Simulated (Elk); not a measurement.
Band structure of BaGaSi (P-6m2, 3 atoms in the cell).

```
BaGaSi
1.0
    4.28357     0.00000     0.00000
   -2.14178     3.70968     0.00000
    0.00000     0.00000     5.23811
Ba Ga Si
1 1 1
Direct
  0.00000   0.00000   0.00000
  0.33333   0.66667   0.50000
  0.66667   0.33333   0.50000
```

Method of the run: PBEsol, all-electron FP-LAPW, Elk's shipped species files, APW+lo basis with extra local orbitals (Elk 10.2.4).

Settings: xctype = 22; rgkmax = 7.5; swidth = 0.00367493 Ha; ngridk = 7 7 5; gmaxvr = 16 1/bohr; nxlo = 2; lorbcnd = true; rmtscf = 0.95; lmaxi = 2; maxscl = 100.

The starting cell comes from a database of computed structures (which also holds hypothetical and non-ambient phases and stackings), without a prior relaxation at this level. Its lattice was rescaled by a random factor within 2.5 % of one. Values depend on the basis (sphere radii, cutoffs, local orbitals), which need not be converged.

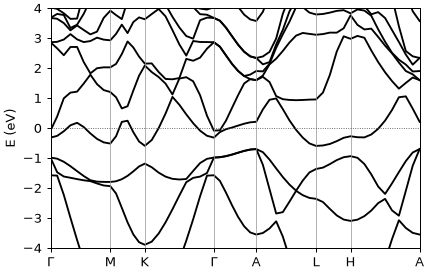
Figure. Bands along the path, energies from the Fermi level.

Levels in eV from the Fermi level, bands 16 to 23:
```tsv
point	16	17	18	19	20	21	22	23
Γ	-1.57	-0.98	-0.98	-0.32	-0.09	2.86	2.86	3.68
M	-6.40	-1.94	-1.80	-0.52	1.20	2.03	2.93	3.92
K	-6.42	-3.89	-1.19	-0.59	2.09	2.15	3.63	5.33
A	-3.55	-0.70	-0.70	0.21	1.60	1.60	1.90	2.34
L	-5.94	-2.36	-1.36	-0.59	0.96	3.11	3.79	5.29
H	-6.73	-3.10	-0.94	-0.27	2.98	3.76	3.83	4.66
```

Bands cross the Fermi level along this path, so the cell is metallic at this level.
